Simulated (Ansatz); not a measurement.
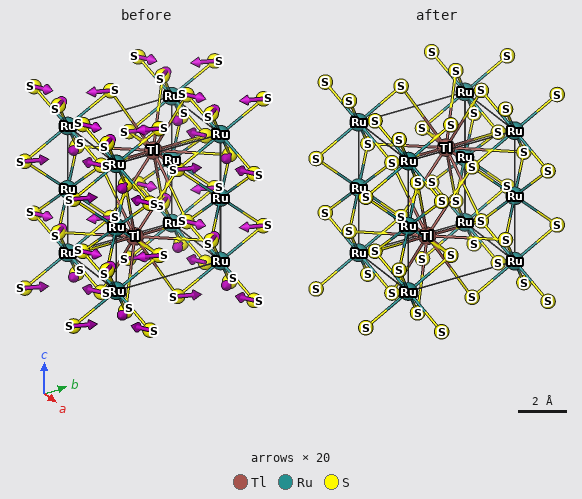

The structure of a crystal of TlRuS$_{3}$ (a generated structure, set up in P6_3/mmc) before (left) and after (right) a relaxation, at one scale. The purple arrows give the displacements (the part carried along by the change of the cell is left out), magnified 20 times.

Style: ball-and-stick. Shown: the cell of the calculation, slightly off an axis.

These are results of DFT PBE, scalar-relativistic, plane waves, PAW in Ansatz 0.2.0, not measurements. Settings: plane-wave cutoff 420 eV; k-point mesh 6 × 6 × 8; occupations gaussian; smearing width 0.1 eV; no spin polarisation; cell and atoms relaxed; force threshold 0.01 eV/Å; at most 80 steps.

Describe what moved and what it gained.

Answer. After 3 accepted moves (4 points after the start) the energy has fallen by 14.3 meV per atom. Largest force component: 0.044 eV/Å at the start, 0.0052 eV/Å at the end. The pressure goes from 2.91 to −0.01 GPa. The SCF was repeated once at an unchanged geometry on a basis and grid sized afresh for the cell, which shifted the energy by 0.2 meV per atom at most. The largest moves relative to the cell, 0.055 Å, are those of S atoms. Tl and Ru stay in place. The drawn cell changes as follows: a = b 6.584 → 6.723 Å (+2.1 %), c 5.531 → 5.689 Å (+2.9 %); the volume changes by +7.3 %. Among the contacts that change: S–Tl 3.355 → 3.475 Å, Ru–Ru 2.765 → 2.845 Å, S–Tl 3.292 → 3.362 Å, Ru–S 2.350 → 2.362 Å. The space group stays P6_3/mmc (No. 194). Cost: 2.4 min on 1 thread of Intel(R) Xeon(R) Processor @ 2.70GHz, with other jobs on the host, peak memory 0.69 GiB.
